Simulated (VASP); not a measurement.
Band structure of PbF2 (fluorite). Level of theory: modified Becke-Johnson potential (mBJ), VASP's PBE PAW potentials (set 64) (plane waves; VASP 6.6.1).

mBJ is a potential without an energy functional, so only the levels count. Unless said otherwise, spin-orbit coupling is left out, though it shifts the bands of the heavy elements here.

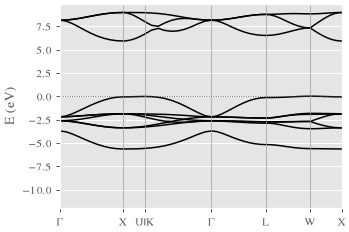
Fig. 1. Bands along high-symmetry lines, zero at the valence-band maximum or, without a gap, the Fermi level

**Question.** Read the plot: is there a gap, and where are the band edges?

**Answer.** The gap is indirect, 5.92 eV, from the valence maximum at W to the conduction minimum at X.

The compound is PbF2 in the fluorite structure, the β form. It was relaxed first. The cell's shape comes from a PBE relaxation.
